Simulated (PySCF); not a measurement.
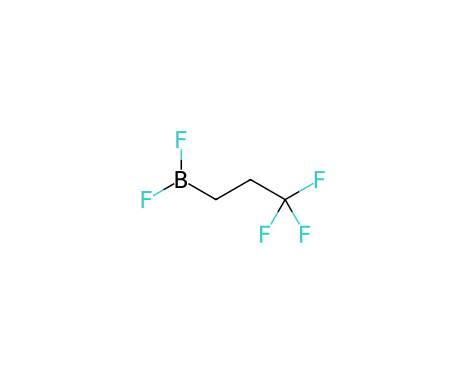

2D structure.

Question: Transcribe the drawing into SMILES.

Answer: FB(F)CCC(F)(F)F

Question: What is the molecular formula?

Answer: C3H4BF5.

The parts below concern this one geometry. Atoms keep their numbers from picture to picture. The geometry was computed by an optimisation with GFN2-xTB. No frequency run is at hand to confirm it as a minimum.

**Electronic properties**

No frequency run is at hand to confirm it as a minimum. Level of theory: B3LYP/pcJ-1, gas phase (PySCF 2.14.0).

Question: Estimate the HOMO energy (Kohn–Sham orbital).

Answer: −9.95 eV.

Question: Give the dipole moment at this level.

Answer: 0.77 D.

Question: What is the LUMO energy (Kohn–Sham orbital)?

Answer: −0.31 eV.

**Spin–spin coupling**

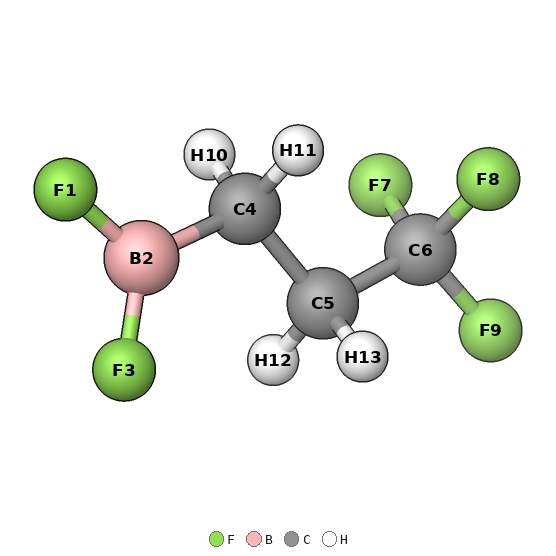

No frequency run is at hand to confirm it as a minimum. Method: B3LYP/pcJ-1 indirect spin-spin coupling, non-relativistic, gas phase (PySCF 2.14.0). Isotopes: 11B, 13C, 19F, 1H.

Give the spin–spin coupling constants of these pairs, with the number of bonds between them: C6/F8, B2/H10, B2/C5, C5/F9, F7/F8, F8/F9, F1/H10, B2/H12, C4/F8, C4/F7, F8/H12.

```csv
pair,bonds apart,J (Hz)
"C6, F8",1,−342.7
"B2, H10",2,−7.0
"B2, C5",2,−0.9
"C5, F9",2,28.8
"F7, F8",2,65.2
"F8, F9",2,71.4
"F1, H10",3,−1.2
"B2, H12",3,2.1
"C4, F8",3,0.9
"C4, F7",3,0.6
"F8, H12",3,23.7
```

Density functionals are unreliable for couplings to fluorine, so those rows may be far off.

**Quadrupole coupling**

No frequency run is at hand to confirm it as a minimum. Electric field gradients from the ground-state density, B3LYP/pcJ-1 (PySCF 2.14.0), non-relativistic apart from any core potentials.

Give the largest field-gradient component, the quadrupole coupling constant and the asymmetry for 11B at B2 (Q = 40.59 mb), 2H at H10 (Q = 2.86 mb), 2H at H11 (Q = 2.86 mb).

| atom | V_zz (a.u.) | e²qQ/h (MHz) | η |
| --- | --- | --- | --- |
| B2 | 0.347 | 3.31 | 0.69 |
| H10 | 0.289 | 0.194 | 0.04 |
| H11 | 0.289 | 0.194 | 0.04 |

The geometry is semi-empirical. Around B such bond lengths and angles can be off by a tenth of an ångström or more and by several degrees, and values that hang on the shape move with them.
